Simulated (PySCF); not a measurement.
## Two runs on HCl

System: HCl.
Method of run A: RKS PBE-D4/def2-TZVPP, density fitting (PySCF 2.14.0).

The geometry comes from this level: PBE0-D4/def2-TZVP. Text and figures count atoms from 1; the logs count them from 0 in places.

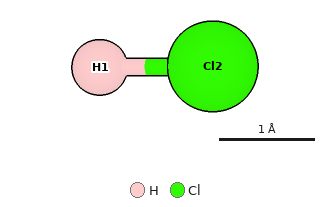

The input geometry (ball-and-stick view, seen at a tilt; atoms are numbered from 1 in the order of the input).

### The input, run A
```python
import json, numpy as np
from pyscf import gto, scf, dft, mp, cc
EV, BOHR = 27.211386245988, 0.529177210903
mol = gto.M(atom="""
H 1.897883 0.520534 1.318457
Cl 1.838920 1.797688 1.349420
""", basis="def2-tzvpp", charge=0, spin=0, max_memory=8670, verbose=0)
def mean_field(mol, dm=None):
    mf = dft.RKS(mol, xc="pbe").density_fit()
    mf.conv_tol = 1e-9; mf.grids.level = 4
    mf.kernel(dm0=dm)
    if not mf.converged: mf = mf.newton().run(mf.mo_coeff, mf.mo_occ)
    assert mf.converged
    return mf
def d4(mol):
    from pyscf.dispersion.dftd4 import DFTD4Dispersion
    real = gto.M(atom=[(mol.atom_pure_symbol(i), mol.atom_coord(i)) for i in range(2)], unit='B', charge=mol.charge, spin=None, basis='def2-svp', verbose=0)
    r = DFTD4Dispersion(real, xc="pbe", atm=True).get_dispersion(grad=True); return r["energy"], r["gradient"]
def energy_and_gradient(mol, dm=None):
    mf = mean_field(mol, dm); e, g = d4(mol)
    return mf, (mf.e_tot + e) * EV, (mf.nuc_grad_method().kernel()[:2] + g) * EV / BOHR
out = {}
mf = mean_field(mol); e = d4(mol)[0]
out.update(energy=(mf.e_tot + e) * EV, converged=True, dispersion=e * EV)
out['s2'] = mf.spin_square()[0]; out['nelec'] = mol.nelec
print(f"Total energy {out['energy']:.6f} eV, <S^2> {out['s2']:.4f}")
json.dump(out, open("out.json", "w"), default=float)
```

Launched with:
```bash
OMP_NUM_THREADS=4 python run.py
```

Hardware: 4 threads of Arm Neoverse V1, 23 GiB of memory available, shared host.

### Output (run A)
```
Total energy -12534.317822 eV, <S^2> 0.0000
```

For run B the input was changed thus:
```diff
-    mf = dft.RKS(mol, xc="pbe").density_fit()
+    mf = dft.RKS(mol, xc="pbe0").density_fit()
-    r = DFTD4Dispersion(real, xc="pbe", atm=True).get_dispersion(grad=True); return r["energy"], r["gradient"]
+    r = DFTD4Dispersion(real, xc="pbe0", atm=True).get_dispersion(grad=True); return r["energy"], r["gradient"]
```

Predict how the results change.

The total energies belong to different models, so their difference says nothing on which is more stable or more accurate. The functional changes from PBE to PBE0.

### Output (run B)
```
Total energy -12535.350928 eV, <S^2> 0.0000
```

### The two runs side by side

```csv
quantity,run A,run B
outcome,converged,converged
total energy (hartree),−460.627684,−460.665650
basis functions,56,56
wall time (shared host),1.2 s,1.1 s
```
